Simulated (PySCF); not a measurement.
## Electronic structure of C3H8FNSi (SMILES C=C(F)[SiH2]NC) in real space

```xyz
14

C     2.8940   -0.0914    0.0531
C     1.6603    0.3549   -0.0892
F     1.4022    1.1822   -1.1433
Si    0.1705    0.0180    1.0310
N    -1.1486   -0.0144   -0.0578
C    -2.5178   -0.2359    0.3376
H     3.6887    0.1703   -0.6262
H     3.1326   -0.7441    0.8708
H     0.1381    1.0541    2.0805
H     0.2971   -1.3017    1.6539
H    -1.0828    0.5208   -0.9117
H    -2.5328   -0.8931    1.2040
H    -3.0305    0.6936    0.6080
H    -3.0717   -0.7138   -0.4728
```

Geometry: GFN2-xTB, NEB image 0 of 0 to 8.

Method: PySCF, PBE0/pcSseg-1, SCF density, gas phase, non-relativistic.

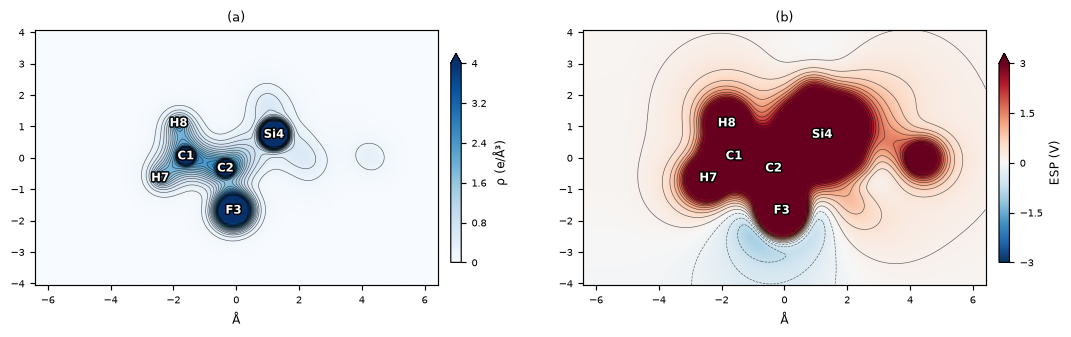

Figure 1. (a) total electron density; (b) molecular electrostatic potential on the plane of atoms F3, C2 and Si4.

Question: Read the bonding off the picture.

Answer: Atoms in the plane: C, F, Si and H. C–C (1.32 Å): ρ is about 2.4 e/Å³ halfway. C–F (1.36 Å): the density is about 2.1 e/Å³ at the midpoint, with its minimum of 1.7 e/Å³ about 0.5 Å from C. C–Si (1.89 Å): ρ is about 0.95 e/Å³ halfway. C–H (1.07 Å): the density is about 2 e/Å³ at the midpoint. Outside the dense part of the molecule the potential is most negative (−1.0 V) near F3.

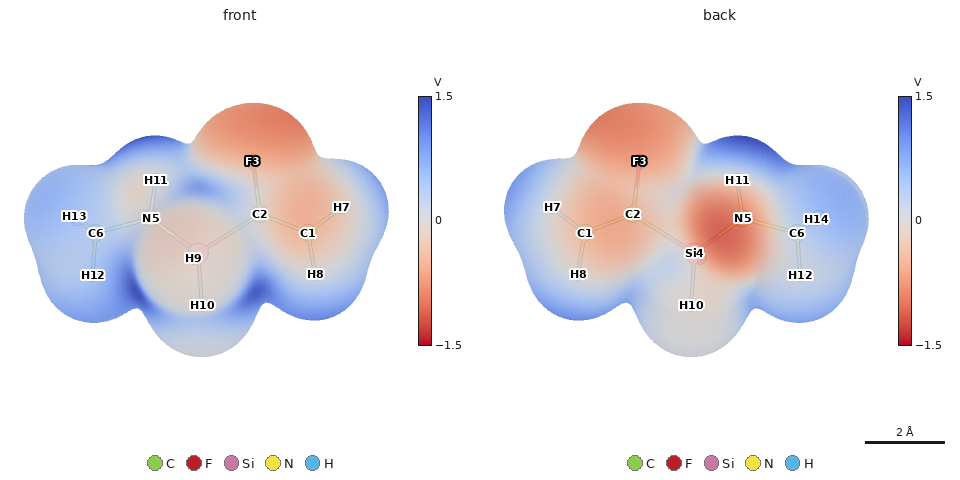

Figure 2. The electrostatic potential painted on the density surface at 0.002 e/bohr³, seen from the front and from behind; the colour scale runs from red (negative) to blue (positive).

Question: Describe the electrostatic potential map.

Answer: The most negative region (about −1.1 V) lies over N5, the most positive (about +1.4 V) over Si4 and H11. N5 is the likeliest acceptor of a hydrogen bond.

Question: How polar is the molecule by this calculation?

Answer: Its dipole moment is 1.13 D.
